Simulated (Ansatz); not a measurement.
# Nudged elastic band, with input and output: C2H5ClGaN

System: C2H5ClGaN.
Method: RKS PBE0-D4/def2-SVP (Ansatz 0.2.0).

One setting was made poor on purpose. It belongs to a series of runs on one base structure; here: band between the two ends. Figures and captions count atoms from 1; the log counts them from 0 in places.

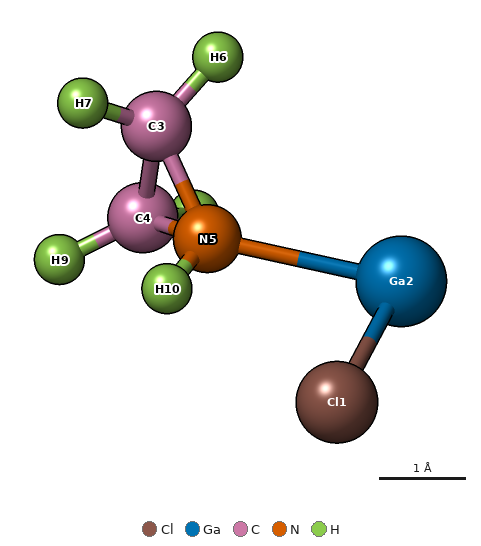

*The input geometry (ball-and-stick view, seen at a tilt; atoms are numbered from 1 in the order of the input). Sticks mark near contacts.*

Bond lengths as drawn: Cl–Ga 2.29 Å, C–C 1.48 Å, C–H 1.09 to 1.10 Å, C–N 1.45 Å, Ga–N 2.33 Å and H–N 1.02 Å.

The input
```yaml
crystal:
  periodic: [false, false, false]
  atoms:
    - { symbol: Cl, position_ang: [-2.575636, 1.028166, -1.927709] }
    - { symbol: Ga, position_ang: [-2.509385, -0.267949, -0.039853] }
    - { symbol: C, position_ang: [0.711206, 0.385461, 0.861916] }
    - { symbol: C, position_ang: [0.857151, -0.83126, 0.038565] }
    - { symbol: "N", position_ang: [-0.220852, 0.110447, -0.220559] }
    - { symbol: H, position_ang: [0.285683, 0.308015, 1.867919] }
    - { symbol: H, position_ang: [1.423021, 1.204336, 0.722765] }
    - { symbol: H, position_ang: [0.540218, -1.798679, 0.441957] }
    - { symbol: H, position_ang: [1.672954, -0.87895, -0.688585] }
    - { symbol: H, position_ang: [-0.101259, 0.689213, -1.053516] }
basis:
  gaussian: { orbitals: def2-SVP }
hamiltonian:
  xc: pbe0
  dispersion: d4
neb:
  order_check: false
  images: 3
  f_tol: 0.05
  max_iterations: 60
  climbing: true
  final_atoms:
    - { symbol: Cl, position_ang: [-2.4023879, 0.53165305, -1.17290168] }
    - { symbol: Ga, position_ang: [-2.69010456, -0.76657676, 0.63582449] }
    - { symbol: C, position_ang: [0.64207359, 0.49966347, 0.68929288] }
    - { symbol: C, position_ang: [0.77899883, -0.72166284, -0.13514642] }
    - { symbol: "N", position_ang: [0.98709961, 0.58750159, -0.7128509] }
    - { symbol: H, position_ang: [-0.3635628, 0.81615897, 0.9989765] }
    - { symbol: H, position_ang: [1.42998331, 0.77183838, 1.40015697] }
    - { symbol: H, position_ang: [-0.12945246, -1.27491223, -0.41206105] }
    - { symbol: H, position_ang: [1.66713811, -1.35509199, -0.03477966] }
    - { symbol: H, position_ang: [0.16331528, 0.86022835, -1.25361113] }
  initial_path:
    images:
      - { positions_ang: [[-2.575636, 1.028166, -1.927709], [-2.509385, -0.267949, -0.039853], [0.711206, 0.385461, 0.861916], [0.857151, -0.83126, 0.038565], [-0.220852, 0.110447, -0.220559], [0.285683, 0.308015, 1.867919], [1.423021, 1.204336, 0.722765], [0.540218, -1.798679, 0.441957], [1.672954, -0.87895, -0.688585], [-0.101259, 0.689213, -1.053516]] }
      - { positions_ang: [[-2.58820372, 0.98012171, -1.43231644], [-2.18903211, -0.1694846, 0.24300679], [0.64473042, 0.29806572, 1.04755206], [0.80934033, -0.68090843, -0.01865122], [-0.07171309, 0.17238655, -0.68876725], [-0.08084246, 0.36839318, 1.69255072], [1.31256297, 1.184783, 0.95624389], [0.36237215, -1.64351891, 0.23132029], [1.71301665, -0.81266924, -0.48335038], [0.17086988, 0.25163102, -1.54468846]] }
      - { positions_ang: [[-2.60077145, 0.93207743, -0.93692388], [-1.86867923, -0.0710202, 0.52586658], [0.57825484, 0.21067044, 1.23318811], [0.76152966, -0.53055687, -0.07586744], [0.07742581, 0.23432611, -1.1569755], [-0.44736793, 0.42877136, 1.51718245], [1.20210494, 1.16522999, 1.18972277], [0.18452631, -1.48835883, 0.02068359], [1.75307929, -0.74638847, -0.27811576], [0.44299875, -0.18595096, -2.03586092]] }
      - { positions_ang: [[-2.50157967, 0.73186524, -1.05491278], [-2.27939189, -0.41879848, 0.58084554], [0.61016422, 0.35516696, 0.9612405], [0.77026424, -0.62610985, -0.10550693], [0.53226271, 0.41091385, -0.9349132], [-0.40546536, 0.62246517, 1.25807947], [1.31604412, 0.96853419, 1.29493987], [0.02753692, -1.38163553, -0.19568873], [1.7101087, -1.05074023, -0.15644771], [0.30315702, 0.33713869, -1.64473603]] }
      - { positions_ang: [[-2.4023879, 0.53165305, -1.17290168], [-2.69010456, -0.76657676, 0.63582449], [0.64207359, 0.49966347, 0.68929288], [0.77899883, -0.72166284, -0.13514642], [0.98709961, 0.58750159, -0.7128509], [-0.3635628, 0.81615897, 0.9989765], [1.42998331, 0.77183838, 1.40015697], [-0.12945246, -1.27491223, -0.41206105], [1.66713811, -1.35509199, -0.03477966], [0.16331528, 0.86022835, -1.25361113]] }
```

Hardware: 2 threads of Intel Xeon @ 2.50GHz (Skylake/Cascade Lake), 189 GiB of memory available, shared host.

Command:
```bash
ansatz run input.yaml --threads 2 --pin off --max-ram 3072MiB --backend cpu --events-out ev --progress --plain --runs-dir out
```

Output
```
Engine: ansatz 0.2.0, x86_64-unknown-linux-gnu
Functional definition: PBE0
  parameter a = 0.25
  parameter kappa = 0.804
  parameter beta = 0.06672455060314922
  exchange = (1 - a)*pbe_x(kappa = kappa, mu = beta*pi^2/3) + a*exact_x
  correlation = pbe_c(beta = beta)
1269 factors; integrals over basis functions are off by at most 3.4e-4 eV
mean field evaluation 1: about -68514.3491 eV, gradient 4.2e1 eV
mean field evaluation 2: about -68511.7321 eV, gradient 5.5e1 eV
mean field evaluation 4: about -68518.5206 eV, gradient 2.6e0 eV
mean field evaluation 8: about -68518.5610 eV, gradient 1.7e-1 eV
mean field evaluation 16: about -68518.5610 eV, gradient 1.7e-5 eV
mean field -68518.56102271 eV, -2518.0106740360 hartree, gradient 1.7e-5 eV, S^2 0.000000; 0 other end points of the search recorded, 0 dependent functions left out
the calculation of the forces begins
reference -68518.56105183 eV, -2518.0106751061 hartree; 36, 36 occupied and 81, 81 virtual orbitals, 1269 factors
1269 factors; integrals over basis functions are off by at most 6.3e-4 eV
mean field evaluation 32: about -68518.0250 eV, gradient 2.0e-5 eV
mean field -68518.02502625 eV, -2517.9909765291 hartree, gradient 2.0e-5 eV, S^2 0.000000; 0 other end points of the search recorded, 0 dependent functions left out
[... from here on the field's lines of each further geometry are left out, up to the last ...]
NEB iter   1: max|band force component| = 3.042e1 eV/Å  barrier→ = 7.6365 eV  barrier← = 7.1115 eV  Δτ_max = 0.1983 Å  (151 SCF iters)
NEB iter   2: max|band force component| = 3.422e0 eV/Å  barrier→ = 5.2551 eV  barrier← = 4.7300 eV  Δτ_max = 0.2000 Å  (106 SCF iters)
NEB iter   3: max|band force component| = 1.966e0 eV/Å  barrier→ = 3.9157 eV  barrier← = 3.3907 eV  Δτ_max = 0.2000 Å  (97 SCF iters)
NEB iter   4: max|band force component| = 3.979e0 eV/Å  barrier→ = 3.3991 eV  barrier← = 2.8740 eV  Δτ_max = 0.0992 Å  (92 SCF iters)
NEB iter   5: max|band force component| = 3.508e0 eV/Å  barrier→ = 2.9472 eV  barrier← = 2.4222 eV  Δτ_max = 0.2000 Å  (90 SCF iters)
NEB iter   6: max|band force component| = 4.009e0 eV/Å  barrier→ = 1.5486 eV  barrier← = 1.0236 eV  Δτ_max = 0.1996 Å  (88 SCF iters)
NEB iter   7: max|band force component| = 6.764e0 eV/Å  barrier→ = 1.1158 eV  barrier← = 0.5908 eV  Δτ_max = 0.0999 Å  (92 SCF iters)
NEB iter   8: max|band force component| = 1.826e0 eV/Å  barrier→ = 0.8691 eV  barrier← = 0.3441 eV  Δτ_max = 0.2000 Å  (87 SCF iters)
NEB iter   9: max|band force component| = 9.654e-1 eV/Å  barrier→ = 0.7683 eV  barrier← = 0.2432 eV  Δτ_max = 0.1979 Å  (88 SCF iters)
NEB iter  10: max|band force component| = 9.435e-1 eV/Å  barrier→ = 0.8011 eV  barrier← = 0.2760 eV  Δτ_max = 0.0807 Å  (82 SCF iters)
NEB iter  11: max|band force component| = 9.475e-1 eV/Å  barrier→ = 0.7720 eV  barrier← = 0.2470 eV  CI = image 2  Δτ_max = 0.2000 Å  (88 SCF iters)
NEB iter  12: max|band force component| = 8.494e-1 eV/Å  barrier→ = 0.6493 eV  barrier← = 0.1242 eV  CI = image 2  Δτ_max = 0.2000 Å  (87 SCF iters)
NEB iter  13: max|band force component| = 1.576e0 eV/Å  barrier→ = 0.6028 eV  barrier← = 0.0777 eV  CI = image 3  Δτ_max = 0.2000 Å  (87 SCF iters)
NEB iter  14: max|band force component| = 8.122e-1 eV/Å  barrier→ = 0.9144 eV  barrier← = 0.3893 eV  CI = image 2  Δτ_max = 0.1996 Å  (86 SCF iters)
NEB iter  15: max|band force component| = 9.712e-1 eV/Å  barrier→ = 0.8229 eV  barrier← = 0.2979 eV  CI = image 2  Δτ_max = 0.2000 Å  (86 SCF iters)
NEB iter  16: max|band force component| = 9.123e-1 eV/Å  barrier→ = 0.7928 eV  barrier← = 0.2678 eV  CI = image 2  Δτ_max = 0.1999 Å  (88 SCF iters)
NEB iter  17: max|band force component| = 6.145e-1 eV/Å  barrier→ = 0.8341 eV  barrier← = 0.3091 eV  CI = image 2  Δτ_max = 0.1732 Å  (88 SCF iters)
NEB iter  18: max|band force component| = 5.079e-1 eV/Å  barrier→ = 0.9394 eV  barrier← = 0.4143 eV  CI = image 2  Δτ_max = 0.1399 Å  (87 SCF iters)
NEB iter  19: max|band force component| = 3.342e-1 eV/Å  barrier→ = 0.9502 eV  barrier← = 0.4251 eV  CI = image 2  Δτ_max = 0.1627 Å  (87 SCF iters)
NEB iter  20: max|band force component| = 2.092e-1 eV/Å  barrier→ = 0.9321 eV  barrier← = 0.4070 eV  CI = image 2  Δτ_max = 0.0677 Å  (88 SCF iters)
NEB iter  21: max|band force component| = 1.288e-1 eV/Å  barrier→ = 0.9277 eV  barrier← = 0.4027 eV  CI = image 2  Δτ_max = 0.0320 Å  (89 SCF iters)
NEB iter  22: max|band force component| = 5.314e-2 eV/Å  barrier→ = 0.9263 eV  barrier← = 0.4012 eV  CI = image 2  Δτ_max = 0.0093 Å  (83 SCF iters)
the calculation of the forces begins
reference -68517.97027339 eV, -2517.9889643989 hartree; 36, 36 occupied and 81, 81 virtual orbitals, 1269 factors
1269 factors; integrals over basis functions are off by at most 4.0e-4 eV
mean field evaluation 608: about -68517.6246 eV, gradient 2.5e-4 eV
mean field -68517.62455912 eV, -2517.9762596338 hartree, gradient 1.7e-5 eV, S^2 0.000000; 1 other end points of the search recorded, 0 dependent functions left out
the calculation of the forces begins
reference -68517.62458719 eV, -2517.9762606653 hartree; 36, 36 occupied and 81, 81 virtual orbitals, 1269 factors
NEB iter  23: max|band force component| = 4.092e-2 eV/Å  barrier→ = 0.9259 eV  barrier← = 0.4009 eV  CI = image 2  Δτ_max = 0.0000 Å  (157 SCF iters)
```

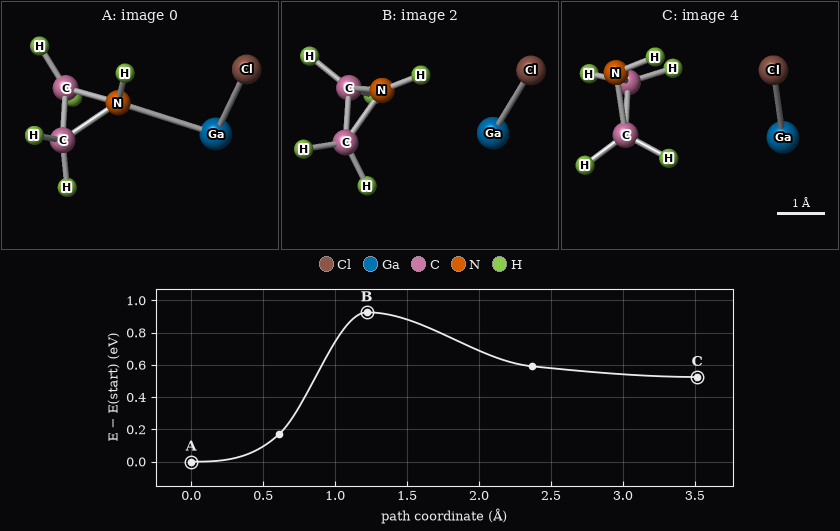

*Images of the last band (counted from 0; ball-and-stick, seen at a tilt) above the energy along the path; the line is a cubic interpolation that uses the forces.*

The highest image is number 2, 0.926 eV above the start and 0.401 eV above the end (the climbing image); the end lies 0.525 eV above the start. The path is 3.52 Å long. The band converged in 23 iterations.

```
Total energy: -68517.84054619 eV, -2517.9841970121 hartree
Atom 0 at    -2.822037     0.885479    -1.684097 Å, force    -0.005754     0.001583    -0.010484 eV/Å
Atom 1 at    -2.367921    -0.275941     0.206645 Å, force     0.003373    -0.001041     0.008816 eV/Å
Atom 2 at     0.780163     0.474121     0.746709 Å, force    -0.001224    -0.023864    -0.016812 eV/Å
Atom 3 at     0.865988    -0.836965     0.002848 Å, force    -0.001985     0.014672    -0.006706 eV/Å
Atom 4 at     0.232716     0.297491    -0.537909 Å, force    -0.005231     0.027083     0.045198 eV/Å
Atom 5 at     0.119680     0.507307     1.629633 Å, force     0.007180     0.003765     0.000403 eV/Å
Atom 6 at     1.681052     1.097066     0.841774 Å, force    -0.001641    -0.001809     0.002645 eV/Å
Atom 7 at     0.263984    -1.675618     0.390984 Å, force     0.001919     0.001371    -0.003141 eV/Å
Atom 8 at     1.828359    -1.144174    -0.431074 Å, force    -0.003385    -0.002937     0.001314 eV/Å
Atom 9 at    -0.498882     0.620034    -1.162613 Å, force     0.006746    -0.018822    -0.021234 eV/Å
Dipole moment:     0.283913    -0.240962     0.411283 e Å
this run last wrote the band of iteration 23 to [file]
```

The last band as extended XYZ (Å, eV, eV/Å)
```
10
Properties=species:S:1:pos:R:3:forces:R:3 image=0 energy=-68518.76644
Cl   -2.5756    1.0282   -1.9277    0.0027  -0.0025   0.0029
Ga   -2.5094   -0.2679   -0.0399    0.0013   0.0001  -0.0005
C     0.7112    0.3855    0.8619    0.0022  -0.0125   0.0015
C     0.8572   -0.8313    0.0386    0.0094   0.0111   0.0005
N    -0.2209    0.1104   -0.2206   -0.0138   0.0000  -0.0051
H     0.2857    0.3080    1.8679    0.0018   0.0019  -0.0008
H     1.4230    1.2043    0.7228   -0.0026  -0.0012  -0.0007
H     0.5402   -1.7987    0.4420   -0.0045   0.0049   0.0012
H     1.6730   -0.8790   -0.6886   -0.0008  -0.0029   0.0000
H    -0.1013    0.6892   -1.0535    0.0044   0.0011   0.0009
10
Properties=species:S:1:pos:R:3:forces:R:3 image=1 energy=-68518.59678
Cl   -2.7748    0.9540   -1.7524    0.0089   0.0249  -0.0394
Ga   -2.3396   -0.3124    0.0883    0.0464   0.0301  -0.0356
C     0.7150    0.4117    0.8198   -0.0526  -0.0511   0.0443
C     0.8501   -0.8293    0.0149   -0.0367  -0.0342   0.0489
N    -0.0875    0.1981   -0.3575   -0.6194  -0.2186   0.2797
H     0.1250    0.3974    1.7434    0.1285  -0.0301   0.1432
H     1.5587    1.1122    0.8306   -0.1259   0.0732  -0.2402
H     0.3574   -1.7485    0.3519    0.1327  -0.0982   0.0926
H     1.7881   -0.9909   -0.5301   -0.1370   0.1762  -0.1765
H    -0.1092    0.7566   -1.2059    0.6550   0.1278  -0.1169
10
Properties=species:S:1:pos:R:3:forces:R:3 image=2 energy=-68517.84052
Cl   -2.8220    0.8855   -1.6841   -0.0058   0.0016  -0.0105
Ga   -2.3679   -0.2759    0.2066    0.0034  -0.0010   0.0088
C     0.7802    0.4741    0.7467   -0.0012  -0.0239  -0.0168
C     0.8660   -0.8370    0.0028   -0.0020   0.0147  -0.0067
N     0.2327    0.2975   -0.5379   -0.0052   0.0271   0.0452
H     0.1197    0.5073    1.6296    0.0072   0.0038   0.0004
H     1.6811    1.0971    0.8418   -0.0016  -0.0018   0.0026
H     0.2640   -1.6756    0.3910    0.0019   0.0014  -0.0031
H     1.8284   -1.1442   -0.4311   -0.0034  -0.0029   0.0013
H    -0.4989    0.6200   -1.1626    0.0067  -0.0188  -0.0212
10
Properties=species:S:1:pos:R:3:forces:R:3 image=3 energy=-68518.17473
Cl   -2.6980    0.7122   -1.4626    0.0073  -0.0193   0.0264
Ga   -2.8091   -0.5417    0.3827   -0.0408  -0.0189   0.0250
C     0.7744    0.4972    0.7104    0.0030   0.0017  -0.0080
C     0.8961   -0.7584   -0.0648    0.0003   0.0048  -0.0043
N     0.7076    0.5088   -0.7326    0.0408   0.0180  -0.0205
H    -0.1404    0.6345    1.3067   -0.0180   0.0173  -0.0314
H     1.6579    0.9708    1.1529    0.0028  -0.0112   0.0198
H     0.0647   -1.4764    0.0051   -0.0192   0.0202  -0.0314
H     1.8719   -1.2354   -0.2098    0.0011  -0.0117   0.0178
H    -0.2421    0.6372   -1.0850    0.0226  -0.0009   0.0066
10
Properties=species:S:1:pos:R:3:forces:R:3 image=4 energy=-68518.24141
Cl   -2.4024    0.5317   -1.1729   -0.0004   0.0009  -0.0033
Ga   -2.6901   -0.7666    0.6358   -0.0003  -0.0014   0.0039
C     0.6421    0.4997    0.6893    0.0104   0.0001  -0.0029
C     0.7790   -0.7217   -0.1351   -0.0004  -0.0064  -0.0002
N     0.9871    0.5875   -0.7129    0.0042   0.0035   0.0033
H    -0.3636    0.8162    0.9990   -0.0062  -0.0013   0.0016
H     1.4300    0.7718    1.4002   -0.0039   0.0030   0.0002
H    -0.1295   -1.2749   -0.4121   -0.0047  -0.0016   0.0018
H     1.6671   -1.3551   -0.0348    0.0010  -0.0007  -0.0019
H     0.1633    0.8602   -1.2536    0.0002   0.0038  -0.0026
```

Summary

```tsv
quantity	value
outcome	converged
barrier, forward	0.926 eV
barrier, backward	0.401 eV
wall time	8.7 min (CPU time 17 min)
peak memory	0.32 GiB
```

A deliberately poor setting: few images. The order of the saddle point was not checked.
